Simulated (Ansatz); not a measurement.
**Molecular dynamics of AlH3O2 (part 1 of 4)**

System: AlH3O2.
Method: RKS B3LYP/def2-mTZVP (Ansatz 0.2.0).

It belongs to a series of runs on one base structure; here: dynamics from the highest image of the converged band. Figures and captions count atoms from 1; the log counts them from 0 in places.

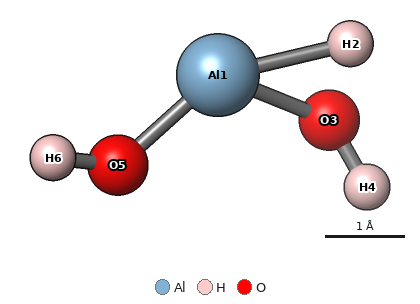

*The input geometry (ball-and-stick view, seen at a tilt; atoms are numbered from 1 in the order of the input). Sticks mark near contacts.*

Bond lengths as drawn: Al–H 1.74 Å, Al–O 1.71 to 1.84 Å and H–O 0.96 to 0.98 Å.

## Summary

| quantity | value |
| --- | --- |
| outcome | finished |
| mean temperature over the second half | 2940 K |
| trajectory | 200 steps, 100 fs |
| ensemble | nve |
| temperature in the input | 300.0 K |
| time step | 0.5 fs |
| potential energy (last step) | −10744.1425 eV |
| mean-field energy (last step) | −10744.1425 eV |
| largest force (length of the vector) (last step) | 3.361 eV/Å |
| hardware | 1 thread of Arm Neoverse V2, 24 GiB of memory available, shared host |
| wall time | 5 min |
| peak memory | 0.13 GiB |

So short a trajectory is not equilibrated.

## The input
```yaml
crystal:
  periodic: [false, false, false]
  atoms:
    - { symbol: Al, position_ang: [-0.19329, 0.028784, 0.515662] }
    - { symbol: H, position_ang: [1.211274, -0.078227, 1.529738] }
    - { symbol: O, position_ang: [1.626379, -0.04655, 0.237889] }
    - { symbol: H, position_ang: [2.150004, -0.795337, -0.111795] }
    - { symbol: O, position_ang: [-1.08051, -0.43273, -0.87403] }
    - { symbol: H, position_ang: [-2.040057, -0.474538, -0.941463] }
basis:
  gaussian: { orbitals: def2-mTZVP }
hamiltonian:
  xc: b3lyp
md:
  timestep: 0.5
  n_steps: 200
  ensemble: nve
  temperature: 300.0
  initial_velocities: maxwell_boltzmann
  seed: 5547
```

Run as:
```bash
ansatz run input.yaml --threads 1 --pin off --max-ram 2048MiB --backend cpu --events-out ev --progress --plain --runs-dir out
```

## What the program printed
```
Engine: ansatz 0.2.0, aarch64-unknown-linux-gnu
Functional definition: B3LYP
  parameter a0 = 0.2
  parameter ax = 0.72
  parameter ac = 0.81
  exchange = (1 - a0 - ax)*slater_x + ax*b88_x + a0*exact_x
  correlation = (1 - ac)*vwn_rpa_c + ac*lyp_c
684 factors; their error is unknown
mean field evaluation 1: about -10729.5627 eV, gradient 8.6e1 eV
mean field evaluation 2: about -10672.5762 eV, gradient 1.8e2 eV
mean field evaluation 4: about -10741.7631 eV, gradient 1.2e1 eV
mean field evaluation 8: about -10742.0653 eV, gradient 1.3e-1 eV
mean field evaluation 16: about -10742.0653 eV, gradient 9.6e-6 eV
mean field -10742.06534597 eV, -394.7636202309 hartree, gradient 9.6e-6 eV, S^2 0.000000; 0 other end points of the search recorded, 0 dependent functions left out
the calculation of the forces begins
reference -10742.06556504 eV, -394.7636282818 hartree; 16, 16 occupied and 63, 63 virtual orbitals, 684 factors
md step     0: t =     0.00 fs  T =   300.0 K  F+E_penalty+E_count = -10742.06534597 eV  E_kin = 0.155112 eV  conserved = -10741.91023397 eV  (26 SCF iters)
these checks for a lower state are left out or cut short: starts, cluster_reference, orbital_swaps, neighbouring_geometries, increment
684 factors; their error is unknown
mean field -10742.06408598 eV, -394.7635739272 hartree, gradient 1.7e-5 eV, S^2 0.000000; 0 other end points of the search recorded, 0 dependent functions left out
the calculation of the forces begins
reference -10742.06430528 eV, -394.7635819862 hartree; 16, 16 occupied and 63, 63 virtual orbitals, 684 factors
md step     1: t =     0.50 fs  T =   297.6 K  F+E_penalty+E_count = -10742.06408598 eV  E_kin = 0.153883 eV  conserved = -10741.91020260 eV  (30 SCF iters)
[... from here on the SCF iterations and repeated set-up lines of each step are left out, up to the last step ...]
md step     2: t =     1.00 fs  T =   291.4 K  F+E_penalty+E_count = -10742.06078021 eV  E_kin = 0.150651 eV  conserved = -10741.91012906 eV  (30 SCF iters)
md step     3: t =     1.50 fs  T =   283.4 K  F+E_penalty+E_count = -10742.05655848 eV  E_kin = 0.146513 eV  conserved = -10741.91004499 eV  (30 SCF iters)
md step     4: t =     2.00 fs  T =   276.1 K  F+E_penalty+E_count = -10742.05271866 eV  E_kin = 0.142732 eV  conserved = -10741.90998709 eV  (30 SCF iters)
md step     5: t =     2.50 fs  T =   271.1 K  F+E_penalty+E_count = -10742.05016769 eV  E_kin = 0.140193 eV  conserved = -10741.90997449 eV  (30 SCF iters)
md step     6: t =     3.00 fs  T =   269.1 K  F+E_penalty+E_count = -10742.04913069 eV  E_kin = 0.139134 eV  conserved = -10741.90999620 eV  (30 SCF iters)
md step     7: t =     3.50 fs  T =   269.4 K  F+E_penalty+E_count = -10742.04931594 eV  E_kin = 0.139297 eV  conserved = -10741.91001889 eV  (30 SCF iters)
md step     8: t =     4.00 fs  T =   271.6 K  F+E_penalty+E_count = -10742.05041769 eV  E_kin = 0.140408 eV  conserved = -10741.91000925 eV  (30 SCF iters)
md step     9: t =     4.50 fs  T =   275.9 K  F+E_penalty+E_count = -10742.05262503 eV  E_kin = 0.142672 eV  conserved = -10741.90995323 eV  (30 SCF iters)
md step    10: t =     5.00 fs  T =   284.3 K  F+E_penalty+E_count = -10742.05684383 eV  E_kin = 0.146983 eV  conserved = -10741.90986087 eV  (30 SCF iters)
md step    11: t =     5.50 fs  T =   299.4 K  F+E_penalty+E_count = -10742.06455188 eV  E_kin = 0.154795 eV  conserved = -10741.90975712 eV  (30 SCF iters)
md step    12: t =     6.00 fs  T =   324.4 K  F+E_penalty+E_count = -10742.07741518 eV  E_kin = 0.167747 eV  conserved = -10741.90966868 eV  (30 SCF iters)
md step    13: t =     6.50 fs  T =   362.2 K  F+E_penalty+E_count = -10742.09687260 eV  E_kin = 0.187260 eV  conserved = -10741.90961268 eV  (30 SCF iters)
md step    14: t =     7.00 fs  T =   414.4 K  F+E_penalty+E_count = -10742.12386839 eV  E_kin = 0.214277 eV  conserved = -10741.90959090 eV  (30 SCF iters)
md step    15: t =     7.50 fs  T =   482.0 K  F+E_penalty+E_count = -10742.15882818 eV  E_kin = 0.249239 eV  conserved = -10741.90958962 eV  (30 SCF iters)
md step    16: t =     8.00 fs  T =   565.3 K  F+E_penalty+E_count = -10742.20188261 eV  E_kin = 0.292298 eV  conserved = -10741.90958452 eV  (30 SCF iters)
md step    17: t =     8.50 fs  T =   664.8 K  F+E_penalty+E_count = -10742.25325593 eV  E_kin = 0.343705 eV  conserved = -10741.90955086 eV  (28 SCF iters)
md step    18: t =     9.00 fs  T =   781.7 K  F+E_penalty+E_count = -10742.31365590 eV  E_kin = 0.404179 eV  conserved = -10741.90947668 eV  (30 SCF iters)
md step    19: t =     9.50 fs  T =   918.9 K  F+E_penalty+E_count = -10742.38445621 eV  E_kin = 0.475082 eV  conserved = -10741.90937400 eV  (31 SCF iters)
md step    20: t =    10.00 fs  T =  1079.7 K  F+E_penalty+E_count = -10742.46750577 eV  E_kin = 0.558227 eV  conserved = -10741.90927913 eV  (30 SCF iters)
md step    21: t =    10.50 fs  T =  1267.5 K  F+E_penalty+E_count = -10742.56456979 eV  E_kin = 0.655332 eV  conserved = -10741.90923740 eV  (31 SCF iters)
md step    22: t =    11.00 fs  T =  1484.1 K  F+E_penalty+E_count = -10742.67663993 eV  E_kin = 0.767360 eV  conserved = -10741.90927948 eV  (31 SCF iters)
md step    23: t =    11.50 fs  T =  1729.2 K  F+E_penalty+E_count = -10742.80347004 eV  E_kin = 0.894063 eV  conserved = -10741.90940676 eV  (31 SCF iters)
md step    24: t =    12.00 fs  T =  1999.8 K  F+E_penalty+E_count = -10742.94355994 eV  E_kin = 1.033964 eV  conserved = -10741.90959643 eV  (30 SCF iters)
md step    25: t =    12.50 fs  T =  2291.3 K  F+E_penalty+E_count = -10743.09451561 eV  E_kin = 1.184695 eV  conserved = -10741.90982053 eV  (30 SCF iters)
md step    26: t =    13.00 fs  T =  2598.3 K  F+E_penalty+E_count = -10743.25348614 eV  E_kin = 1.343418 eV  conserved = -10741.91006779 eV  (31 SCF iters)
md step    27: t =    13.50 fs  T =  2914.7 K  F+E_penalty+E_count = -10743.41736724 eV  E_kin = 1.507022 eV  conserved = -10741.91034540 eV  (30 SCF iters)
md step    28: t =    14.00 fs  T =  3233.9 K  F+E_penalty+E_count = -10743.58271901 eV  E_kin = 1.672054 eV  conserved = -10741.91066544 eV  (29 SCF iters)
md step    29: t =    14.50 fs  T =  3548.2 K  F+E_penalty+E_count = -10743.74557090 eV  E_kin = 1.834537 eV  conserved = -10741.91103348 eV  (30 SCF iters)
md step    30: t =    15.00 fs  T =  3848.6 K  F+E_penalty+E_count = -10743.90131034 eV  E_kin = 1.989872 eV  conserved = -10741.91143827 eV  (29 SCF iters)
md step    31: t =    15.50 fs  T =  4125.3 K  F+E_penalty+E_count = -10744.04481646 eV  E_kin = 2.132969 eV  conserved = -10741.91184751 eV  (28 SCF iters)
md step    32: t =    16.00 fs  T =  4368.5 K  F+E_penalty+E_count = -10744.17089917 eV  E_kin = 2.258685 eV  conserved = -10741.91221389 eV  (28 SCF iters)
md step    33: t =    16.50 fs  T =  4569.2 K  F+E_penalty+E_count = -10744.27496569 eV  E_kin = 2.362479 eV  conserved = -10741.91248707 eV  (27 SCF iters)
md step    34: t =    17.00 fs  T =  4721.3 K  F+E_penalty+E_count = -10744.35374337 eV  E_kin = 2.441116 eV  conserved = -10741.91262722 eV  (28 SCF iters)
md step    35: t =    17.50 fs  T =  4822.1 K  F+E_penalty+E_count = -10744.40584764 eV  E_kin = 2.493228 eV  conserved = -10741.91261974 eV  (27 SCF iters)
md step    36: t =    18.00 fs  T =  4872.9 K  F+E_penalty+E_count = -10744.43197773 eV  E_kin = 2.519494 eV  conserved = -10741.91248414 eV  (27 SCF iters)
md step    37: t =    18.50 fs  T =  4878.4 K  F+E_penalty+E_count = -10744.43460159 eV  E_kin = 2.522329 eV  conserved = -10741.91227210 eV  (25 SCF iters)
md step    38: t =    19.00 fs  T =  4845.1 K  F+E_penalty+E_count = -10744.41717537 eV  E_kin = 2.505128 eV  conserved = -10741.91204720 eV  (28 SCF iters)
md step    39: t =    19.50 fs  T =  4779.8 K  F+E_penalty+E_count = -10744.38319798 eV  E_kin = 2.471341 eV  conserved = -10741.91185672 eV  (28 SCF iters)
md step    40: t =    20.00 fs  T =  4687.9 K  F+E_penalty+E_count = -10744.33552965 eV  E_kin = 2.423819 eV  conserved = -10741.91171015 eV  (28 SCF iters)
md step    41: t =    20.50 fs  T =  4573.5 K  F+E_penalty+E_count = -10744.27627416 eV  E_kin = 2.364690 eV  conserved = -10741.91158464 eV  (28 SCF iters)
md step    42: t =    21.00 fs  T =  4440.1 K  F+E_penalty+E_count = -10744.20715616 eV  E_kin = 2.295709 eV  conserved = -10741.91144728 eV  (28 SCF iters)
md step    43: t =    21.50 fs  T =  4291.3 K  F+E_penalty+E_count = -10744.13004328 eV  E_kin = 2.218762 eV  conserved = -10741.91128131 eV  (28 SCF iters)
md step    44: t =    22.00 fs  T =  4131.5 K  F+E_penalty+E_count = -10744.04723342 eV  E_kin = 2.136140 eV  conserved = -10741.91109389 eV  (28 SCF iters)
md step    45: t =    22.50 fs  T =  3965.8 K  F+E_penalty+E_count = -10743.96136438 eV  E_kin = 2.050454 eV  conserved = -10741.91091020 eV  (28 SCF iters)
md step    46: t =    23.00 fs  T =  3799.1 K  F+E_penalty+E_count = -10743.87503894 eV  E_kin = 1.964281 eV  conserved = -10741.91075801 eV  (28 SCF iters)
md step    47: t =    23.50 fs  T =  3635.6 K  F+E_penalty+E_count = -10743.79039192 eV  E_kin = 1.879736 eV  conserved = -10741.91065575 eV  (28 SCF iters)
md step    48: t =    24.00 fs  T =  3477.9 K  F+E_penalty+E_count = -10743.70879891 eV  E_kin = 1.798193 eV  conserved = -10741.91060568 eV  (28 SCF iters)
md step    49: t =    24.50 fs  T =  3327.1 K  F+E_penalty+E_count = -10743.63083999 eV  E_kin = 1.720248 eV  conserved = -10741.91059243 eV  (28 SCF iters)
md step    50: t =    25.00 fs  T =  3183.4 K  F+E_penalty+E_count = -10743.55653713 eV  E_kin = 1.645948 eV  conserved = -10741.91058898 eV  (29 SCF iters)
md step    51: t =    25.50 fs  T =  3046.6 K  F+E_penalty+E_count = -10743.48577775 eV  E_kin = 1.575211 eV  conserved = -10741.91056718 eV  (29 SCF iters)
md step    52: t =    26.00 fs  T =  2917.1 K  F+E_penalty+E_count = -10743.41875765 eV  E_kin = 1.508248 eV  conserved = -10741.91051012 eV  (28 SCF iters)
md step    53: t =    26.50 fs  T =  2796.3 K  F+E_penalty+E_count = -10743.35623635 eV  E_kin = 1.445811 eV  conserved = -10741.91042523 eV  (27 SCF iters)
md step    54: t =    27.00 fs  T =  2686.6 K  F+E_penalty+E_count = -10743.29942435 eV  E_kin = 1.389079 eV  conserved = -10741.91034539 eV  (28 SCF iters)
md step    55: t =    27.50 fs  T =  2590.1 K  F+E_penalty+E_count = -10743.24949365 eV  E_kin = 1.339181 eV  conserved = -10741.91031271 eV  (26 SCF iters)
md step    56: t =    28.00 fs  T =  2507.7 K  F+E_penalty+E_count = -10743.20695283 eV  E_kin = 1.296598 eV  conserved = -10741.91035449 eV  (27 SCF iters)
md step    57: t =    28.50 fs  T =  2438.5 K  F+E_penalty+E_count = -10743.17125421 eV  E_kin = 1.260788 eV  conserved = -10741.91046592 eV  (29 SCF iters)
md step    58: t =    29.00 fs  T =  2379.4 K  F+E_penalty+E_count = -10743.14088198 eV  E_kin = 1.230268 eV  conserved = -10741.91061439 eV  (29 SCF iters)
md step    59: t =    29.50 fs  T =  2326.9 K  F+E_penalty+E_count = -10743.11385200 eV  E_kin = 1.203090 eV  conserved = -10741.91076208 eV  (28 SCF iters)
md step    60: t =    30.00 fs  T =  2277.2 K  F+E_penalty+E_count = -10743.08828899 eV  E_kin = 1.177401 eV  conserved = -10741.91088817 eV  (28 SCF iters)
md step    61: t =    30.50 fs  T =  2227.6 K  F+E_penalty+E_count = -10743.06274980 eV  E_kin = 1.151755 eV  conserved = -10741.91099525 eV  (28 SCF iters)
md step    62: t =    31.00 fs  T =  2176.0 K  F+E_penalty+E_count = -10743.03618209 eV  E_kin = 1.125080 eV  conserved = -10741.91110249 eV  (28 SCF iters)
md step    63: t =    31.50 fs  T =  2120.5 K  F+E_penalty+E_count = -10743.00763292 eV  E_kin = 1.096405 eV  conserved = -10741.91122803 eV  (29 SCF iters)
md step    64: t =    32.00 fs  T =  2059.0 K  F+E_penalty+E_count = -10742.97596099 eV  E_kin = 1.064585 eV  conserved = -10741.91137631 eV  (29 SCF iters)
md step    65: t =    32.50 fs  T =  1988.7 K  F+E_penalty+E_count = -10742.93975296 eV  E_kin = 1.028219 eV  conserved = -10741.91153387 eV  (30 SCF iters)
md step    66: t =    33.00 fs  T =  1906.8 K  F+E_penalty+E_count = -10742.89753615 eV  E_kin = 0.985869 eV  conserved = -10741.91166743 eV  (30 SCF iters)
md step    67: t =    33.50 fs  T =  1811.4 K  F+E_penalty+E_count = -10742.84829459 eV  E_kin = 0.936561 eV  conserved = -10741.91173404 eV  (28 SCF iters)
md step    68: t =    34.00 fs  T =  1702.9 K  F+E_penalty+E_count = -10742.79217115 eV  E_kin = 0.880486 eV  conserved = -10741.91168561 eV  (30 SCF iters)
md step    69: t =    34.50 fs  T =  1585.5 K  F+E_penalty+E_count = -10742.73124884 eV  E_kin = 0.819774 eV  conserved = -10741.91147449 eV  (29 SCF iters)
md step    70: t =    35.00 fs  T =  1468.5 K  F+E_penalty+E_count = -10742.67030492 eV  E_kin = 0.759248 eV  conserved = -10741.91105716 eV  (30 SCF iters)
md step    71: t =    35.50 fs  T =  1367.5 K  F+E_penalty+E_count = -10742.61743549 eV  E_kin = 0.707033 eV  conserved = -10741.91040213 eV  (30 SCF iters)
md step    72: t =    36.00 fs  T =  1305.2 K  F+E_penalty+E_count = -10742.58436180 eV  E_kin = 0.674839 eV  conserved = -10741.90952292 eV  (28 SCF iters)
md step    73: t =    36.50 fs  T =  1310.0 K  F+E_penalty+E_count = -10742.58589070 eV  E_kin = 0.677342 eV  conserved = -10741.90854865 eV  (28 SCF iters)
md step    74: t =    37.00 fs  T =  1411.5 K  F+E_penalty+E_count = -10742.63757821 eV  E_kin = 0.729791 eV  conserved = -10741.90778723 eV  (26 SCF iters)
md step    75: t =    37.50 fs  T =  1630.9 K  F+E_penalty+E_count = -10742.75091930 eV  E_kin = 0.843249 eV  conserved = -10741.90767026 eV  (30 SCF iters)
md step    76: t =    38.00 fs  T =  1970.1 K  F+E_penalty+E_count = -10742.92712032 eV  E_kin = 1.018608 eV  conserved = -10741.90851248 eV  (28 SCF iters)
md step    77: t =    38.50 fs  T =  2403.4 K  F+E_penalty+E_count = -10743.15289807 eV  E_kin = 1.242667 eV  conserved = -10741.91023134 eV  (29 SCF iters)
md step    78: t =    39.00 fs  T =  2881.2 K  F+E_penalty+E_count = -10743.40199926 eV  E_kin = 1.489683 eV  conserved = -10741.91231661 eV  (29 SCF iters)
md step    79: t =    39.50 fs  T =  3343.2 K  F+E_penalty+E_count = -10743.64266511 eV  E_kin = 1.728554 eV  conserved = -10741.91411156 eV  (29 SCF iters)
md step    80: t =    40.00 fs  T =  3736.5 K  F+E_penalty+E_count = -10743.84706816 eV  E_kin = 1.931895 eV  conserved = -10741.91517281 eV  (28 SCF iters)
md step    81: t =    40.50 fs  T =  4027.4 K  F+E_penalty+E_count = -10743.99776983 eV  E_kin = 2.082344 eV  conserved = -10741.91542535 eV  (28 SCF iters)
md step    82: t =    41.00 fs  T =  4204.8 K  F+E_penalty+E_count = -10744.08907962 eV  E_kin = 2.174034 eV  conserved = -10741.91504586 eV  (29 SCF iters)
md step    83: t =    41.50 fs  T =  4275.0 K  F+E_penalty+E_count = -10744.12464778 eV  E_kin = 2.210331 eV  conserved = -10741.91431668 eV  (29 SCF iters)
md step    84: t =    42.00 fs  T =  4255.2 K  F+E_penalty+E_count = -10744.11357559 eV  E_kin = 2.200109 eV  conserved = -10741.91346632 eV  (28 SCF iters)
md step    85: t =    42.50 fs  T =  4166.8 K  F+E_penalty+E_count = -10744.06706081 eV  E_kin = 2.154417 eV  conserved = -10741.91264424 eV  (29 SCF iters)
md step    86: t =    43.00 fs  T =  4031.1 K  F+E_penalty+E_count = -10743.99618720 eV  E_kin = 2.084262 eV  conserved = -10741.91192569 eV  (29 SCF iters)
md step    87: t =    43.50 fs  T =  3867.1 K  F+E_penalty+E_count = -10743.91077032 eV  E_kin = 1.999435 eV  conserved = -10741.91133514 eV  (28 SCF iters)
md step    88: t =    44.00 fs  T =  3690.4 K  F+E_penalty+E_count = -10743.81893598 eV  E_kin = 1.908064 eV  conserved = -10741.91087229 eV  (28 SCF iters)
md step    89: t =    44.50 fs  T =  3513.3 K  F+E_penalty+E_count = -10743.72705625 eV  E_kin = 1.816524 eV  conserved = -10741.91053203 eV  (28 SCF iters)
md step    90: t =    45.00 fs  T =  3345.0 K  F+E_penalty+E_count = -10743.63979013 eV  E_kin = 1.729484 eV  conserved = -10741.91030602 eV  (28 SCF iters)
md step    91: t =    45.50 fs  T =  3191.2 K  F+E_penalty+E_count = -10743.56018322 eV  E_kin = 1.650003 eV  conserved = -10741.91017982 eV  (27 SCF iters)
md step    92: t =    46.00 fs  T =  3055.4 K  F+E_penalty+E_count = -10743.48987119 eV  E_kin = 1.579742 eV  conserved = -10741.91012967 eV  (30 SCF iters)
md step    93: t =    46.50 fs  T =  2938.5 K  F+E_penalty+E_count = -10743.42943334 eV  E_kin = 1.519310 eV  conserved = -10741.91012371 eV  (27 SCF iters)
md step    94: t =    47.00 fs  T =  2840.7 K  F+E_penalty+E_count = -10743.37886820 eV  E_kin = 1.468738 eV  conserved = -10741.91012998 eV  (28 SCF iters)
md step    95: t =    47.50 fs  T =  2761.8 K  F+E_penalty+E_count = -10743.33806601 eV  E_kin = 1.427940 eV  conserved = -10741.91012627 eV  (29 SCF iters)
md step    96: t =    48.00 fs  T =  2702.0 K  F+E_penalty+E_count = -10743.30713135 eV  E_kin = 1.397026 eV  conserved = -10741.91010490 eV  (28 SCF iters)
md step    97: t =    48.50 fs  T =  2662.1 K  F+E_penalty+E_count = -10743.28648022 eV  E_kin = 1.376409 eV  conserved = -10741.91007136 eV  (29 SCF iters)
md step    98: t =    49.00 fs  T =  2643.3 K  F+E_penalty+E_count = -10743.27673246 eV  E_kin = 1.366694 eV  conserved = -10741.91003844 eV  (28 SCF iters)
md step    99: t =    49.50 fs  T =  2646.7 K  F+E_penalty+E_count = -10743.27849093 eV  E_kin = 1.368472 eV  conserved = -10741.91001924 eV  (29 SCF iters)
md step   100: t =    50.00 fs  T =  2673.1 K  F+E_penalty+E_count = -10743.29211806 eV  E_kin = 1.382096 eV  conserved = -10741.91002219 eV  (27 SCF iters)
md step   101: t =    50.50 fs  T =  2722.3 K  F+E_penalty+E_count = -10743.31759307 eV  E_kin = 1.407545 eV  conserved = -10741.91004850 eV  (28 SCF iters)
md step   102: t =    51.00 fs  T =  2793.6 K  F+E_penalty+E_count = -10743.35448818 eV  E_kin = 1.444395 eV  conserved = -10741.91009296 eV  (28 SCF iters)
md step   103: t =    51.50 fs  T =  2885.5 K  F+E_penalty+E_count = -10743.40205310 eV  E_kin = 1.491906 eV  conserved = -10741.91014748 eV  (27 SCF iters)
md step   104: t =    52.00 fs  T =  2996.2 K  F+E_penalty+E_count = -10743.45935830 eV  E_kin = 1.549153 eV  conserved = -10741.91020544 eV  (27 SCF iters)
```
